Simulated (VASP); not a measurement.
**GeH2S: geometry relaxation (part 2 of 3)**

GeH2S (4 atoms in the cell); Kohn-Sham DFT of a periodic cell, PBE, VASP PAW PBE potentials, recommended, no spin polarisation (VASP 6.6.1); cutoff 520 eV, 1×1×1 k-mesh, Gaussian smearing of 0.01 eV. It belongs to a series of runs on one base structure; here: atoms moved at random by about 0.02 A.

Geometry of the input (Å; fractional positions):
```
11.0000  0.0000  0.0000
0.0000  12.0000  0.0000
0.0000  0.0000  11.0000
S  0.4642  0.3957  0.5267
Ge 0.4263  0.5574  0.4356
H  0.5767  0.4152  0.5725
H  0.5544  0.6096  0.4732
```

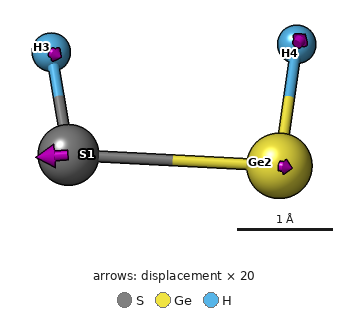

The starting structure with the displacements as pink arrows, magnified 20 times (ball-and-stick view of the molecule without its box, seen at a tilt). The two geometries are laid on each other by the best rigid fit. After 10 geometry steps the energy has fallen by 0.005 eV. The largest force component goes from 0.24 to 0.0033 eV/Å. The largest move after the best rigid fit is that of S1, 0.018 Å. Largest moves by element: S 0.018 Å, H 0.009 Å, Ge 0.008 Å. Distances before and after: S1–Ge2 2.224 → 2.249 Å, Ge2–H4 1.596 → 1.606 Å, S1–H3 1.356 → 1.350 Å. (Atoms are counted from 1 in the order of the input.)

Parts of OUTCAR:
```
PREC = Accurate
   ENCUT = 520
   EDIFF = 1E-7
   ISMEAR = 0
   LREAL = F
   LASPH = T
   NELM = 100
   ISIF = 2
   GGA = PE
   IBRION = 2
   NSW = 60
   EDIFFG = -0.01

 ion  position               nearest neighbor table
   1  0.464  0.396  0.527-   3 1.36   2 2.22
   2  0.426  0.557  0.436-   4 1.60   1 2.22
   3  0.577  0.415  0.572-   1 1.36
   4  0.554  0.610  0.473-   2 1.60

  LATTYP: Found a simple tetragonal cell.
 ALAT       =    11.0000000000
 C/A-ratio  =     1.0909090909

  Lattice vectors:

 A1 = ( -11.0000000000,   0.0000000000,   0.0000000000)
 A2 = (   0.0000000000,   0.0000000000,  11.0000000000)
 A3 = (   0.0000000000,  12.0000000000,   0.0000000000)

Analysis of symmetry for initial positions (statically):
=====================================================================
 Subroutine PRICEL returns:
 Original cell was already a primitive cell.

 Routine SETGRP: Setting up the symmetry group for a
 simple tetragonal supercell.

 Subroutine GETGRP returns: Found  1 space group operations
 (whereof  1 operations were pure point group operations)
 out of a pool of 16 trial point group operations.

The static configuration has the point symmetry C_1 .

Analysis of symmetry for dynamics (positions and initial velocities):
=====================================================================
 Subroutine PRICEL returns:
 Original cell was already a primitive cell.

 Routine SETGRP: Setting up the symmetry group for a
 simple tetragonal supercell.

 Subroutine GETGRP returns: Found  1 space group operations
 (whereof  1 operations were pure point group operations)
 out of a pool of 16 trial point group operations.

The dynamic configuration has the point symmetry C_1 .

 Subroutine INISYM returns: Found  1 space group operations
 (whereof  1 operations are pure point group operations),
 and found     1 'primitive' translations

----------------------------------------------------------------------------------------

                                     Primitive cell

  volume of cell :    1452.0000

  direct lattice vectors                    reciprocal lattice vectors
    11.000000000  0.000000000  0.000000000     0.090909091  0.000000000  0.000000000
     0.000000000 12.000000000  0.000000000     0.000000000  0.083333333  0.000000000
     0.000000000  0.000000000 11.000000000     0.000000000  0.000000000  0.090909091

  length of vectors
    11.000000000 12.000000000 11.000000000     0.090909091  0.083333333  0.090909091

  position of ions in fractional coordinates (direct lattice)
     0.464218000  0.395680000  0.526716000
     0.426276000  0.557393000  0.435616000
     0.576720000  0.415236000  0.572473000
     0.554364000  0.609567000  0.473178000

  ion indices of the primitive-cell ions
   primitive index   ion index
                 1           1
                 2           2
                 3           3
                 4           4

----------------------------------------------------------------------------------------

 KPOINTS: Automatic mesh

Automatic generation of k-mesh.
 Grid dimensions read from file:
 generate k-points for:    1    1    1

 Generating k-lattice:

  Cartesian coordinates                     Fractional coordinates (reciprocal lattice)
     0.090909091  0.000000000  0.000000000     1.000000000  0.000000000  0.000000000
     0.000000000  0.083333333  0.000000000     0.000000000  1.000000000  0.000000000
     0.000000000  0.000000000  0.090909091     0.000000000  0.000000000  1.000000000

  Length of vectors
     0.090909091  0.083333333  0.090909091

  Shift w.r.t. Gamma in fractional coordinates (k-lattice)
     0.000000000  0.000000000  0.000000000

 Subroutine IBZKPT returns following result:
 ===========================================

 Found      1 irreducible k-points:

 Following reciprocal coordinates:
            Coordinates               Weight
  0.000000  0.000000  0.000000      1.000000
   k-points           NKPTS =      1   k-points in BZ     NKDIM =      1   number of bands    NBANDS=     15
   number of dos      NEDOS =    301   number of ions     NIONS =      4
   total plane-waves  NPLWV = 635040
   dimension x,y,z NGX =    84 NGY =   90 NGZ =   84
   dimension x,y,z NGXF=   168 NGYF=  180 NGZF=  168
   ions per type =               1   1   2
   NGX,Y,Z   is equivalent  to a cutoff of  12.70, 12.47, 12.70 a.u.
   NGXF,Y,Z  is equivalent  to a cutoff of  25.39, 24.94, 25.39 a.u.
 SYSTEM =  unknown system
   PREC   = accura    normal or accurate (medium, high low for compatibility)
   ISTART =      0    job   : 0-new  1-cont  2-samecut
   ICHARG =      2    charge: 1-file 2-atom 10-const
   ISPIN  =      1    spin polarized calculation?
   LNONCOLLINEAR =      F non collinear calculations
   LSORBIT =      F    spin-orbit coupling
   LASPH  =      T    aspherical Exc in radial PAW
   ENCUT  =  520.0 eV  38.22 Ry    6.18 a.u.  20.45 22.31 20.45*2*pi/ulx,y,z
   NELM   =    100;   NELMIN=  2; NELMDL= -5     # of ELM steps
   EDIFF  = 0.1E-06   stopping-criterion for ELM
   LREAL  =      F    real-space projection
   EDIFFG = -.1E-01   stopping-criterion for IOM
   NSW    =     60    number of steps for IOM
   IBRION =      2    ionic relax: 0-MD 1-quasi-New 2-CG
   NFREE  =      1    steps in history (QN), initial steepest desc. (CG)
   ISIF   =      2    stress and relaxation
   ISYM   =      2    0-nonsym 1-usesym 2-fastsym
   POTIM  = 0.5000    time-step for ionic-motion
   TEBEG  =    0.0;   TEEND  =   0.0 temperature during run
   PSTRESS=    0.0 pullay stress
   NELECT =      22.0000    total number of electrons
   NUPDOWN=      -1.0000    fix difference up-down
   EMIN   =  10.00;   EMAX   =-10.00  energy-range for DOS
   EFERMI =   0.00;   METHOD = LEGACY
   ISMEAR =     0;   SIGMA  =   0.01  broadening in eV -4-tet -1-fermi 0-gaus
   EFERMI_NEDOS =   21; number of points for ismear=-14 and -15
   IALGO  =     68    algorithm
   IMIX   =      4    mixing-type and parameters
     AMIX     =   0.40;   BMIX     =  1.00
     AMIX_MAG =   1.60;   BMIX_MAG =  1.00
  volume/ion in A,a.u.               =     363.00      2449.64
  Fermi-wavevector in a.u.,A,eV,Ry     =   0.405098  0.765524  2.232777  0.164104
  Thomas-Fermi vector in A             =   1.357169
   LORBIT       =      0    0 simple, 1 ext, 2 COOP (PROOUT), +10 PAW based schemes
   GGA     = PE    functional components
   LHFCALC =     F    Hartree Fock is set to
   AEXX    =    0.0000 exact exchange contribution
   IVDW    =     0    specifies the selected vdW correction
   LEPSILON=     F    determine dielectric tensor
   LRPA    =     F    only Hartree local field effects (RPA)
 conjugate gradient relaxation of ions
 non-spin polarized calculation
 RMM-DIIS sequential band-by-band and
 Gauss-broadening in eV      SIGMA  =   0.01
  energy-cutoff  :      520.00
  volume of cell :     1452.00
 maximum number of plane-waves:     19579
 NGX is ok and might be reduce to    84
   NGX = 41   NGY = 45   NGZ = 41

--------------------------------------- Ionic step        1  -------------------------------------------

 number of electron      22.0000001 magnetization

 Free energy of the ion-electron system (eV)
  ---------------------------------------------------
  ext. energy  EPLUGINS =         0.00000000
  ---------------------------------------------------
  free energy    TOTEN  =       -14.47399822 eV

  energy without entropy =      -14.47399822  energy(sigma->0) =      -14.47399822

------------------------ aborting loop because EDIFF is reached ----------------------------------------

  FORCE on cell =-STRESS in cart. coord.  units (eV):
  Direction    XX          YY          ZZ          XY          YZ          ZX
  --------------------------------------------------------------------------------------
  -------------------------------------------------------------------------------------
  Total       -0.0499625      0.4852853      0.0712231     -0.0583554     -0.2460369      0.0159011
  in kB       -0.0551300      0.5354773      0.0785896     -0.0643910     -0.2714840      0.0175458
  external PRESSURE =       0.1863123 kB  Pullay stress =       0.0000000 kB

 VOLUME and BASIS-vectors are now :
 -----------------------------------------------------------------------------
  energy-cutoff  :      520.00
  volume of cell :     1452.00
      direct lattice vectors                 reciprocal lattice vectors
    11.000000000  0.000000000  0.000000000     0.090909091  0.000000000  0.000000000
     0.000000000 12.000000000  0.000000000     0.000000000  0.083333333  0.000000000
     0.000000000  0.000000000 11.000000000     0.000000000  0.000000000  0.090909091

 POSITION                                       TOTAL-FORCE (eV/Angst)
 -----------------------------------------------------------------------------------
      5.10640      4.74816      5.79388         0.187755     -0.235629      0.195045
      4.68904      6.68872      4.79178        -0.144477      0.204967     -0.159197
      6.34392      4.98283      6.29720        -0.142863     -0.022574     -0.066056
      6.09800      7.31480      5.20496         0.099585      0.053236      0.030208
 -----------------------------------------------------------------------------------
    total drift:                                0.000190      0.001537     -0.000399

  FREE ENERGIE OF THE ION-ELECTRON SYSTEM (eV)
  ---------------------------------------------------
  free  energy   TOTEN  =       -14.4739982192 eV

  energy  without entropy=      -14.4739982192  energy(sigma->0) =      -14.47399822

--------------------------------------- Ionic step        2  -------------------------------------------

 number of electron      22.0000008 magnetization

------------------------ aborting loop because EDIFF is reached ----------------------------------------

  FORCE on cell =-STRESS in cart. coord.  units (eV):
  Direction    XX          YY          ZZ          XY          YZ          ZX
  --------------------------------------------------------------------------------------
  -------------------------------------------------------------------------------------
  Total        0.2366405     -0.0750592     -0.0364609      0.1413256      0.0817486      0.0733527
  in kB        0.2611157     -0.0828224     -0.0402320      0.1559426      0.0902037      0.0809395
  external PRESSURE =       0.0460204 kB  Pullay stress =       0.0000000 kB

 VOLUME and BASIS-vectors are now :
 -----------------------------------------------------------------------------
  energy-cutoff  :      520.00
  volume of cell :     1452.00
      direct lattice vectors                 reciprocal lattice vectors
    11.000000000  0.000000000  0.000000000     0.090909091  0.000000000  0.000000000
     0.000000000 12.000000000  0.000000000     0.000000000  0.083333333  0.000000000
     0.000000000  0.000000000 11.000000000     0.000000000  0.000000000  0.090909091

 POSITION                                       TOTAL-FORCE (eV/Angst)
 -----------------------------------------------------------------------------------
      5.11546      4.73679      5.80329        -0.288372     -0.044249     -0.114901
      4.68207      6.69860      4.78410         0.051121     -0.055095      0.042358
      6.33703      4.98174      6.29402         0.244606      0.077466      0.081094
      6.10281      7.31737      5.20642        -0.007356      0.021878     -0.008552
 -----------------------------------------------------------------------------------
    total drift:                               -0.000125      0.000021      0.000091

  FREE ENERGIE OF THE ION-ELECTRON SYSTEM (eV)
  ---------------------------------------------------
  free  energy   TOTEN  =       -14.4768990374 eV

  energy  without entropy=      -14.4768990374  energy(sigma->0) =      -14.47689904

--------------------------------------- Ionic step        3  -------------------------------------------

 number of electron      22.0000006 magnetization

------------------------ aborting loop because EDIFF is reached ----------------------------------------

  FORCE on cell =-STRESS in cart. coord.  units (eV):
  Direction    XX          YY          ZZ          XY          YZ          ZX
  --------------------------------------------------------------------------------------
  -------------------------------------------------------------------------------------
  Total        0.1339926      0.1120740     -0.0006910      0.0710576     -0.0294622      0.0523361
  in kB        0.1478511      0.1236656     -0.0007625      0.0784069     -0.0325094      0.0577491
  external PRESSURE =       0.0902514 kB  Pullay stress =       0.0000000 kB

 VOLUME and BASIS-vectors are now :
 -----------------------------------------------------------------------------
  energy-cutoff  :      520.00
  volume of cell :     1452.00
      direct lattice vectors                 reciprocal lattice vectors
    11.000000000  0.000000000  0.000000000     0.090909091  0.000000000  0.000000000
     0.000000000 12.000000000  0.000000000     0.000000000  0.083333333  0.000000000
     0.000000000  0.000000000 11.000000000     0.000000000  0.000000000  0.090909091

 POSITION                                       TOTAL-FORCE (eV/Angst)
```
